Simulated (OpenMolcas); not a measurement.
## Predicting a hybrid from its neighbours: ScF3

ScF3: 4 atoms, total charge 0, spin state singlet. SMILES: `[F][Sc]([F])[F]`. Geometry: relaxed at PBE0-D4/def2-TZVP.

The HOMO–LUMO gap y, in eV, basis def2-SVPD; a is the functional's share of exact exchange. Programs: OpenMolcas 26.06.

```
functional     program     a  y (eV)
    revPBE  OpenMolcas     0    5.74
      BLYP  OpenMolcas     0    5.57
     B3LYP  OpenMolcas   0.2    7.88
      PBE0  OpenMolcas  0.25       ?
     BHLYP  OpenMolcas   0.5   11.27
```

Problem. Fit y = c + s·a to the known rows and predict PBE0.

Solution. 
1. Means of the 4 rows: a = 0.1750, y = 7.615.
2. Σ(Δa)² = 0.1675, Σ(Δa·Δy) = 1.8805, so the slope is 1.8805/0.1675 = 11.227.
3. Intercept: 7.615 − (11.227) × 0.1750 = 5.650. The largest residual of the fit is 0.090.
4. PBE0: 5.650 + (11.227) × 0.25 = 8.46 eV.

The run gave 8.62 eV, so the prediction is off by -0.16 eV, more than the scatter of the fit. Exact exchange lowers occupied levels and raises empty ones. The rows mix families of semi-local functionals, which the line can't see.

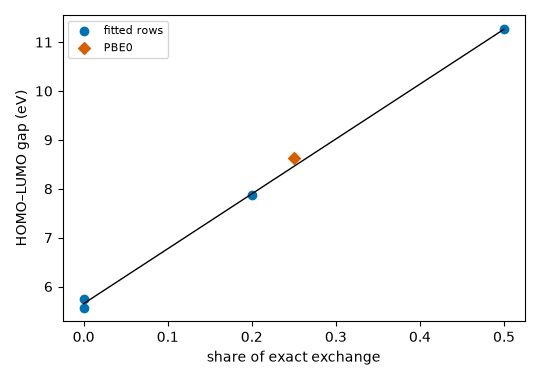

The fitted line, with the withheld row.
